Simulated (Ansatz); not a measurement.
# Quasi-harmonic thermodynamics of TiC (Fm-3m), part 2 of 2

How much does TiC expand with temperature?

What experiment has found for this phase:
- heat capacity C_P per formula unit 33.9 J/mol/K near room temperature (given in “High-Throughput Prediction of Finite-Temperature Properties using the Quasi-Harmonic Approximation”, 2016, arXiv:1603.06924)

Ansatz 0.2.0; DFT LDA, scalar-relativistic, plane waves, PAW.

So far. Step 2 (Probe on a coarse mesh): The start is under -11 GPa at this level and looks like a metal on this mesh. Step 5 (Tight relaxation): The residual pressure is -0.0087 GPa, small enough for phonons. The relaxed cell has a = 4.261 Å (conventional setting).

The database entry behind the starting cell differs from later determinations by our own check (0.1 to 0.3 % short, probably kX units), so it need not match the best structure at ambient conditions.

## 6. Phonons on strained cells

The study relaxes the crystal at several strains, solves the phonons on some of them and minimises the free energy at each temperature (static energy, vibrations, the electrons in a metal, and PV under a set pressure); the q-mesh sets how far the force constants reach.

Contents of input.yaml:

```yaml
crystal:
  lattice:
    - [0.0, 2.1304114061, 2.1304114061]
    - [2.1304114061, 0.0, 2.1304114061]
    - [2.1304114061, 2.1304114061, 0.0]
  atoms:
    - { symbol: Ti, position: [0.0, 0.0, 0.0] }
    - { symbol: C, position: [0.5, 0.5, 0.5] }
kpoints:
  mp_grid: { grid: [16, 16, 16] }
hamiltonian:
  xc: lda
scf:
  occupations: { method: methfessel_paxton, width: 0.2 }
output:
  eigenvalues: true
phonons:
  method: dfpt
  qmesh: [2, 2, 2]
  temperatures: { t_max: 1200.0, t_step: 50 }
  thermal_expansion: {}
```

Run with:

```bash
$ ansatz run input.yaml --threads 8 --pin off --max-ram 16384MiB --backend cpu --events-out ev --progress --plain --runs-dir out
```

Numbers of over 12 decimals in the logs are rounded to 6 here.

The program printed:

```text
[...]
Crystal: 2 atoms, lattice volume = 19.338 Å³
Basis set: ecut = 487.2 eV, 459 PW (Γ), exchange–correlation on 48×48×48 points (8 copies of the dense FFT grid, shifted against one another)
Bands: 12, of which v1, the nominal top of the filled ones, is band 8 counted from 1 (7 counted from 0)
Symmetry: 48 space group operations
[...]
k-points: 145 of 4096
[...]
SCF iter   1: F=—  HF=-2695.185263 eV  |F-HF|=—  |Δ(HF+E_count)|=         —  Δρ=1.03e-2  dr2=2.38e-2  ethr=1.77e-3  ⟨swp⟩=4.4  Hψ=8721  notcnv=0
[...]
SCF iter   7: F=-2695.180279 eV  HF=-2695.180279 eV  |F-HF|=1.82e-12  |Δ(HF+E_count)|=  3.14e-11  S|Δr|=    0.00e0  Δρ=7.77e-8  dr2=1.16e-12  ethr=1.00e-12  ⟨swp⟩=5.2  Hψ=6346  notcnv=0
the search or the solves at the SCF's close seem to have found levels that the self-consistency loop had missed (the run counts 1). By its estimate they hold under 1e-12 electrons; where the run keeps them, the occupations were computed again with them
SCF 1 converged in 7 iterations: F = -2695.180279 eV  dr2 = 1.16e-12
[...]
relax step   1: F+E_penalty+E_count = -2695.18027921 eV  Δ(F+E_penalty+E_count) = +0.000e0 eV  max|allowed force component| = 2.564e-30 eV/Å  Δτ_max = 0.0000 Å  (7 SCF iters, accepted)
SCF converged after 7 iterations
[...]
Free energy (F): -2695.180279 eV
[...]
Internal energy: -2695.179971 eV  (E = F + TS)
E sigma→0 (E₀):  -2695.180202 eV
Entropy (-TS):   -0.000308 eV (-0.154 meV/atom)
Fermi energy:    15.225973 eV
[...]
--- Stress (GPa, compression-positive) ---
       -0.005223       0.000000       0.000000
        0.000000      -0.005223      -0.000000
       -0.000000       0.000000      -0.005223
  P = ⅓ Tr σ = -0.0052 GPa (-0.052 kbar)
--- Band table (eV; the first three rows and the last of 145) ---
  k-point 0: bands = [... 4 lower, 2.7892, 15.8917, 15.8917, 15.8917, 16.9884, 16.9884, 16.9884, 17.0683]
  k-point 1: bands = [... 4 lower, 2.8845, 15.4434, 15.7026, 15.7026, 16.2931, 16.2931, 17.2380, 18.0915]
  k-point 2: bands = [... 4 lower, 3.1641, 14.5527, 14.9214, 14.9214, 16.3550, 16.3550, 17.5954, 19.2154]
  k-point 144: bands = [... 4 lower, 5.7879, 12.0304, 12.0304, 12.4275, 18.1695, 18.1695, 18.9730, 20.8158]
── thermal expansion: 3 new cells, 3 in all ──
thermal expansion: relaxation of cell 2
thermal expansion: relaxation of cell 3
── thermal expansion: 2 new cells, 5 in all ──
thermal expansion: relaxation of cell 4
thermal expansion: lower-state search of cell 4
thermal expansion: electrons of cell 4
thermal expansion: phonons of cell 4
thermal expansion: relaxation of cell 5
thermal expansion: electrons of cell 1
thermal expansion: electrons of cell 2
thermal expansion: electrons of cell 3
thermal expansion: electrons of cell 5
thermal expansion: phonons of cell 5
── thermal expansion: 5 new cells, 10 in all ──
thermal expansion: relaxation of cell 6
thermal expansion: relaxation of cell 7
thermal expansion: relaxation of cell 8
thermal expansion: relaxation of cell 9
thermal expansion: relaxation of cell 10
thermal expansion: electrons of cell 6
thermal expansion: electrons of cell 7
thermal expansion: electrons of cell 8
thermal expansion: electrons of cell 9
thermal expansion: electrons of cell 10
thermal expansion: phonons of cell 6
thermal expansion: phonons of cell 7
--- Relaxed structure (1 steps of the walk, 1 accepted, 0 SCFs on fresh bases) ---
  F+E_penalty+E_count = -2695.18027921 eV   max|allowed force component| = 2.564e-30 eV/Å
  atoms:
    - { symbol: Ti, position: [0.0, 0.0, 0.0] }
    - { symbol: C, position: [0.5, 0.5, 0.5] }
--- Thermal expansion: 10 cells in 3 rounds, 0 GPa ---
  no lower state was reached at cell 4; its state was not examined: fill_not_monotonic
  without vibrations: a 3.01283, b 3.01283, c 3.01283 Å, V 19.3379 Å³, B 282.07 GPa
  at 0 K: a 3.02046, b 3.02046, c 3.02046 Å, V 19.4852 Å³, B 276.03 GPa
  zero-point expansion: a +0.253, b +0.253, c +0.253, V +0.761 %
      T/K        a/Å        b/Å        c/Å       V/Å³ | expansion of a, b, c, V (1e-6/K)   | that of V in the mean from 25 °C | C_P, C_V (J/mol K of the cell) | B_T, B_S (GPa)
     0.00    3.02046    3.02046    3.02046    19.4852 |    0.00    0.00    0.00    0.00 |    7.64 |     0.000     0.000 |   276.03   276.03
   150.00    3.02083    3.02083    3.02083    19.4924 |    2.60    2.60    2.60    7.81 |   12.86 |    15.408    15.379 |   275.11   275.63
   298.15    3.02276    3.02276    3.02276    19.5296 |    5.60    5.60    5.60   16.81 |       - |    34.111    33.842 |   271.65   273.81
   400.00    3.02465    3.02465    3.02465    19.5665 |    6.63    6.63    6.63   19.90 |   18.51 |    40.414    39.912 |   268.71   272.09
   550.00    3.02788    3.02788    3.02788    19.6291 |    7.48    7.48    7.48   22.44 |   20.21 |    45.288    44.423 |   264.09   269.23
   700.00    3.03140    3.03140    3.03140    19.6977 |    8.00    8.00    8.00   23.99 |   21.41 |    47.917    46.678 |   259.27   266.15
   850.00    3.03513    3.03513    3.03513    19.7705 |    8.38    8.38    8.38   25.14 |   22.34 |    49.610    47.983 |   254.29   262.91
  1000.00    3.03902    3.03902    3.03902    19.8467 |    8.71    8.71    8.71   26.13 |   23.13 |    50.870    48.836 |   249.18   259.56
  1150.00    3.04307    3.04307    3.04307    19.9260 |    9.02    9.02    9.02   27.06 |   23.83 |    51.921    49.455 |   243.93   256.09
  1200.00    3.04445    3.04445    3.04445    19.9532 |    9.12    9.12    9.12   27.37 |   24.05 |    52.245    49.630 |   242.16   254.92
  the static fit leaves 0.001 meV an atom of the energies and, of the stresses, 0.000 GPa of each cell's largest along a strain (root mean squares over the cells), whose Pulay part it has at -0.038 GPa
  vibrations' free energy: its fit passes through its cells
  the electrons' free energy at temperature is in it; its fit leaves 0.0003 meV an atom at the most
  free energies summed between the sampled wave vectors
  estimated error of the fitted expansion in any direction: up to 0.016e-6/K, at 1200 K, with few degrees of freedom (an estimate, not a bound: it was exceeded on models of known expansion)
  by sums over the sampled wave vectors an expansion of the volume parts by up to 1.00e-6/K
  by a static energy of one degree less an expansion of the volume parts by up to 0.02e-6/K
```

The job ended after 2.3 min (8 threads of Arm Neoverse V1, shared host; peak memory 1.1 GiB).

Numbers from this step:

| Property | Result |
| --- | --- |
| pressure | -0.005223 GPa |
| volume expansion coefficient at 298 K | 16.81 1e-6/K |
| C_P at 298 K | 17.05 J/mol-atom/K |
| entropy at 298 K | 11.85 J/mol-atom/K |
| isothermal bulk modulus at 298 K | 271.6 GPa |
| Grüneisen parameter at 298 K | 1.587 |
| volume at 298 K | 9.765 Å³/atom |
| principal linear expansion coefficients at 298 K | 5.604, 5.604, 5.604 1e-6/K |

Strained cells of the study; zero-point energy where phonons were solved; the pressures are stresses at a fixed cutoff and can carry an offset from the finite basis. Expansion cells, by row:

```csv
cell,|a| (Å),|b| (Å),|c| (Å),V (Å³/atom),E - E_lowest (meV/atom),"pressure, compression positive (GPa)",gap (eV),zero-point energy (meV/atom)
1,3.013,3.013,3.013,9.669,0,-0.044,-,-
2,3.037,3.037,3.037,9.903,4.794,-6.47,-,-
3,2.989,2.989,2.989,9.441,4.933,7.026,-,-
4,3.013,3.013,3.013,9.671,0.001,-0.092,-,85.86
5,3.028,3.028,3.028,9.817,1.935,-4.184,-,83.94
6,3.041,3.041,3.041,9.944,6.587,-7.525,-,82.29
7,3.055,3.055,3.055,10.08,14.62,-10.93,-,80.51
8,2.983,2.983,2.983,9.386,7.675,8.859,-,-
9,2.998,2.998,2.998,9.527,1.876,4.252,-,-
10,3.077,3.077,3.077,10.3,32.34,-15.69,-,-
```

Quasi-harmonic; a, b, c are the run's own cell vectors. Expansion, by row:

```csv
T (K),a (Å),b (Å),c (Å),alpha (deg),beta (deg),gamma (deg),cell volume (Å³/cell),alpha_a (1e-6/K),alpha_b (1e-6/K),alpha_c (1e-6/K),alpha_V (1e-6/K),C_P (J/mol-atom/K),C_V (J/mol-atom/K),S (J/mol-atom/K),B_T (GPa),B_S (GPa),Grueneisen,extrapolation,fit error (1e-6/K)
0,3.02,3.02,3.02,60,60,60,19.49,0,0,0,0,0,0,0,276,276,-,0,0
50,3.02,3.02,3.02,60,60,60,19.49,0.12,0.12,0.12,0.36,0.36,0.36,0.101,276,276,1.625,0,0
100,3.021,3.021,3.021,60,60,60,19.49,1.18,1.18,1.18,3.53,3.409,3.407,1.131,275.8,275.9,1.675,0,0
150,3.021,3.021,3.021,60,60,60,19.49,2.6,2.6,2.6,7.81,7.704,7.689,3.32,275.1,275.6,1.639,0,0
200,3.021,3.021,3.021,60,60,60,19.5,3.87,3.87,3.87,11.62,11.64,11.6,6.093,274.1,275.1,1.612,0,0
250,3.022,3.022,3.022,60,60,60,19.51,4.87,4.87,4.87,14.62,14.78,14.69,9.044,272.9,274.5,1.596,0,0
298.1,3.023,3.023,3.023,60,60,60,19.53,5.6,5.6,5.6,16.81,17.05,16.92,11.85,271.6,273.8,1.587,0,0
300,3.023,3.023,3.023,60,60,60,19.53,5.63,5.63,5.63,16.88,17.13,16.99,11.96,271.6,273.8,1.587,0,0
350,3.024,3.024,3.024,60,60,60,19.55,6.2,6.2,6.2,18.59,18.89,18.69,14.73,270.2,273,1.581,0,0
400,3.025,3.025,3.025,60,60,60,19.57,6.63,6.63,6.63,19.9,20.21,19.96,17.35,268.7,272.1,1.578,0,0
450,3.026,3.026,3.026,60,60,60,19.59,6.97,6.97,6.97,20.92,21.22,20.91,19.79,267.2,271.2,1.577,0,0.01
500,3.027,3.027,3.027,60,60,60,19.61,7.25,7.25,7.25,21.75,22.01,21.64,22.07,265.7,270.2,1.577,0,0.01
550,3.028,3.028,3.028,60,60,60,19.63,7.48,7.48,7.48,22.44,22.64,22.21,24.2,264.1,269.2,1.577,0,0.01
600,3.029,3.029,3.029,60,60,60,19.65,7.67,7.67,7.67,23.02,23.16,22.67,26.19,262.5,268.2,1.578,0,0.01
650,3.03,3.03,3.03,60,60,60,19.67,7.84,7.84,7.84,23.53,23.59,23.04,28.06,260.9,267.2,1.579,0,0.01
700,3.031,3.031,3.031,60,60,60,19.7,8,8,8,23.99,23.96,23.34,29.82,259.3,266.1,1.581,0,0.01
750,3.033,3.033,3.033,60,60,60,19.72,8.13,8.13,8.13,24.4,24.28,23.59,31.49,257.6,265.1,1.582,0,0.01
800,3.034,3.034,3.034,60,60,60,19.75,8.26,8.26,8.26,24.79,24.55,23.81,33.06,256,264,1.584,0,0.01
850,3.035,3.035,3.035,60,60,60,19.77,8.38,8.38,8.38,25.14,24.8,23.99,34.56,254.3,262.9,1.587,0,0
900,3.036,3.036,3.036,60,60,60,19.8,8.5,8.5,8.5,25.49,25.03,24.15,35.98,252.6,261.8,1.589,0,0
950,3.038,3.038,3.038,60,60,60,19.82,8.61,8.61,8.61,25.82,25.24,24.29,37.34,250.9,260.7,1.591,0,0.01
1000,3.039,3.039,3.039,60,60,60,19.85,8.71,8.71,8.71,26.13,25.43,24.42,38.64,249.2,259.6,1.594,0,0.01
1050,3.04,3.04,3.04,60,60,60,19.87,8.82,8.82,8.82,26.45,25.62,24.53,39.89,247.4,258.4,1.596,0,0.01
1100,3.042,3.042,3.042,60,60,60,19.9,8.92,8.92,8.92,26.76,25.79,24.63,41.08,245.7,257.3,1.599,0,0.01
1150,3.043,3.043,3.043,60,60,60,19.93,9.02,9.02,9.02,27.06,25.96,24.73,42.23,243.9,256.1,1.602,0,0.01
1200,3.044,3.044,3.044,60,60,60,19.95,9.12,9.12,9.12,27.37,26.12,24.82,43.34,242.2,254.9,1.605,0,0.02
```

The expansion coefficient by temperature; values in 1e-6/K:

```csv
temperature (K),volume,principal 1
0,0,0
50,0.36,0.12
150,7.81,2.6
200,11.6,3.87
298,16.8,5.6
300,16.9,5.63
400,19.9,6.63
450,20.9,6.97
550,22.4,7.48
600,23.0,7.67
700,24.0,8
750,24.4,8.13
850,25.1,8.38
900,25.5,8.5
1000,26.1,8.71
1050,26.4,8.82
1150,27.1,9.02
1200,27.4,9.12
```

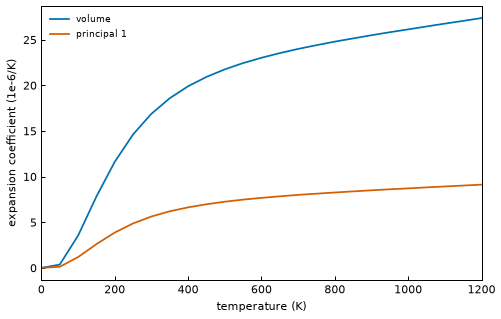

Expansion coefficient, plotted against temperature.

At 298 K the volume expansion is 16.8 × 10⁻⁶/K and B_T is 272 GPa. The q-mesh is coarse, so this is a first estimate. The program raised the cutoff to 487.2 eV by itself: with no cutoff typed, the study takes about 1.16 times the default for its relaxations and scales it with the volume for the phonons.

## 7. What came out

| Item | Value |
| --- | --- |
| settings of these figures | LDA, 487.2 eV, k 16×16×16, q 2×2×2 |
| volume expansion coefficient at 298 K | 16.81 1e-6/K |
| C_P at 298 K | 17.05 J/mol-atom/K |
| entropy at 298 K | 11.85 J/mol-atom/K |
| isothermal bulk modulus at 298 K | 271.6 GPa |
| Grüneisen parameter at 298 K | 1.587 |
| volume at 298 K | 9.765 Å³/atom |
| principal linear expansion coefficients at 298 K | 5.604, 5.604, 5.604 1e-6/K |

In words: Near room temperature TiC expands by 16.8 × 10⁻⁶/K in volume by LDA, with C_P = 17.1 J/(mol K) per mole of atoms and B_T = 272 GPa. The q-mesh is coarse, and the expansion can converge slowly with it. C_P at room temperature is 68 % of the classical 3R an atom, so the stiffest modes are still partly frozen out. In this metal the study includes the electrons' free energy, which adds a term that grows with temperature, so the heat capacities need not level off at 3R. A measured heat capacity per formula unit near room temperature is 33.9 J/mol/K (arXiv:1603.06924); the calculated 34.1 J/mol/K differs by +1 %. The PAW files were made for PBE and are used here under another functional, for which the program regenerates the frozen cores.

[Logs are printed without paths, hosts, clocks, repeated set-up lines and the standing remarks that a program may print on its own settings, such as how far it seeks lower states.]

[Hosts, paths, dates, database ids (printed as entryN), source tags and the programs' standing remarks are cut or masked in the printed files.]

[A step with changed settings may run another functional than the one named; its input shows which.]
